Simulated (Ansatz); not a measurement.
## Electronic structure of CH3Al (SMILES [CH2-][AlH]) (charge −1, doublet) in real space

The calculation's input:

```
crystal:
  periodic: [false, false, false]
  atoms:
    - symbol: C
      position_ang: [-2.420339, -0.617156, 0.774992]
    - symbol: Al
      position_ang: [-1.135314, -1.910406, 1.060776]
    - symbol: H
      position_ang: [-2.571234, -0.068501, -0.156602]
    - symbol: H
      position_ang: [-3.134169, -0.310402, 1.547517]
    - symbol: H
      position_ang: [-0.959524, -2.701450, 2.489797]
basis:
  gaussian: {orbitals: def2-TZVPD}
total_charge: -1
magnetization: {spin_polarized: true, initial_magnetization: 1}
hamiltonian: {xc: {name: PBE0}}
output: {forces: true, orbitals: {seedname: orbitals}}
```

Launched as:

```sh
ansatz run input.yaml --threads 2 --pin off --max-ram 4350MiB --events-out events.jsonl --progress --plain --runs-dir runs
```

Geometry: r2SCAN-D4/def2-TZVPD; the highest occupied orbital lies above zero, a sign that basis and functional describe the outermost electron poorly.

Method: isolated molecule in a Gaussian basis; Kohn-Sham density functional theory, functional PBE0 in Ansatz 0.2.0.

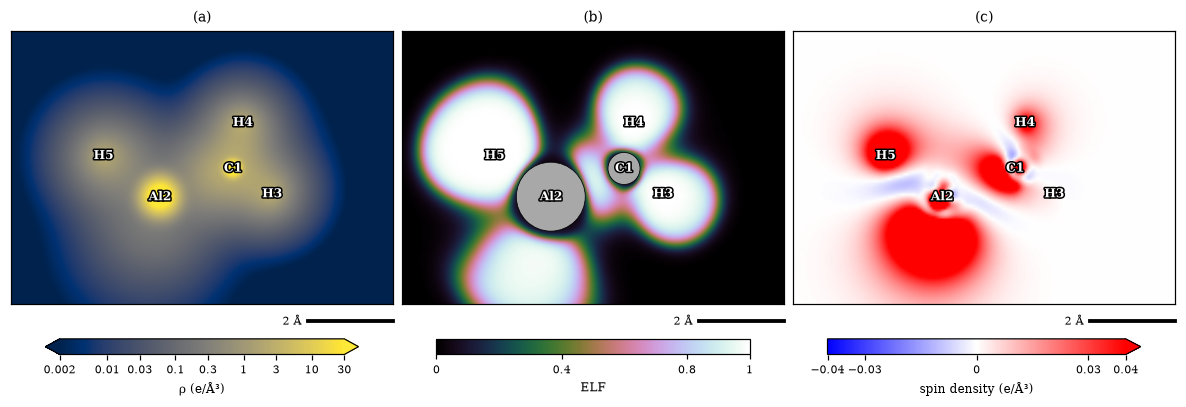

Figure 1. (a) total electron density; (b) electron localisation function; (c) spin density on the molecular plane. Grey discs cover the atomic cores in the ELF map.

Describe what can be read from this map.

The plane passes through C, Al and H nuclei. C–Al (1.85 Å): ρ at the midpoint is about 0.79 e/Å³; the ELF peaks at about 0.90 between the atoms (a shared but strongly polarised pair). C–H (1.09 Å): ρ is about 1.9 e/Å³ halfway; the ELF climbs to about 1 towards the hydrogen, as it does in any bond to H (an ordinary covalent bond to hydrogen). Al–H (1.64 Å): the density is about 0.47 e/Å³ at the midpoint; the ELF climbs to about 1 towards the hydrogen. The unpaired spin (1 electron) lies mostly on Al2 (about 0.9) and H5 (about 0.1), in electrons by Hirshfeld's partition.

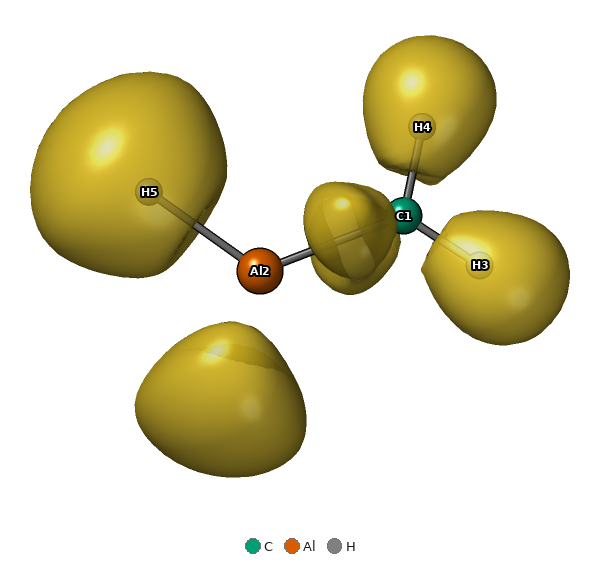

Figure 2. Isosurface of the ELF at 0.8 (yellow), seen across its widest extent. Core shells and regions of very low density are left out.

Identify the bonds, lone pairs and shells in this picture.

At this value the surface marks out three regions around hydrogen nuclei, one lobe of the valence shell of C pointing towards Al (polar bonds) and one lobe on Al, pointing away from the bonds (non-bonding electrons).

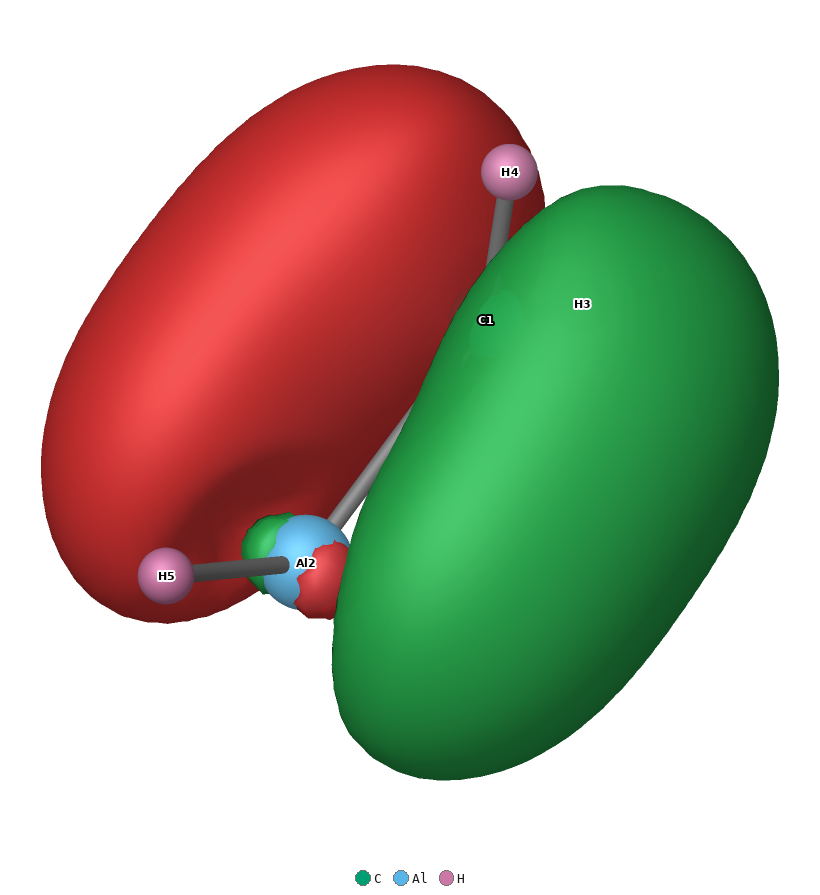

Figure 3. The HOMO (α) at ±0.1 Å⁻³ᐟ² (green and red are the two phases), seen at an oblique angle.

Where does this orbital lie, and at what energy?

It lies mainly on C1 (about 50 %) and Al2 (about 40 %); it changes sign across the molecular plane (π type); π-bonding across C1–Al2. Its energy is 0.14 eV.
